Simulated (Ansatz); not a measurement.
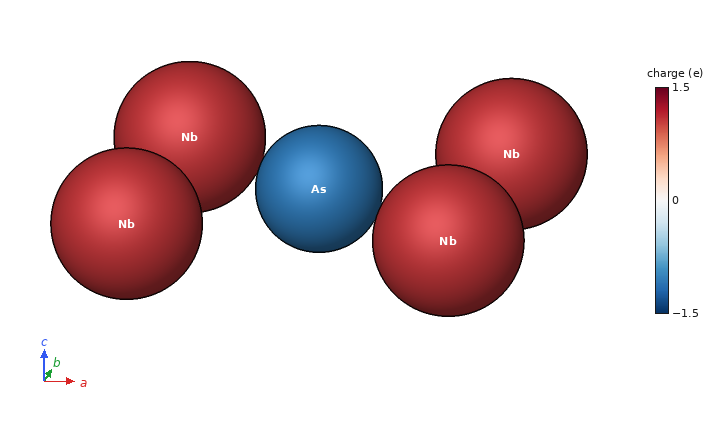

Crystal structure, spheres-only style, seen from the side at a slight tilt. The cell isn't outlined and the vacuum is left out. The atoms of this NbAs cell are coloured by their Bader charge.

Level of theory and settings: DFT PBE, scalar-relativistic, plane waves, PAW (Ansatz 0.2.0), a plane-wave cutoff of 420 eV, 16×16×1 k-mesh, Gaussian smearing of 0.1 eV, collinear spins. The state is ferromagnetic.

### Which element is the most positive, and which the most negative?

Most positive: Nb; most negative: As. Charges: about Nb +1.1 e; As -1.1 e.

The cell started as a structure type filled with these elements by a generator (whether the compound takes this form wasn't checked). Earlier steps of the study may have refined or changed the cell and positions. A calculation with Ansatz used it as input.
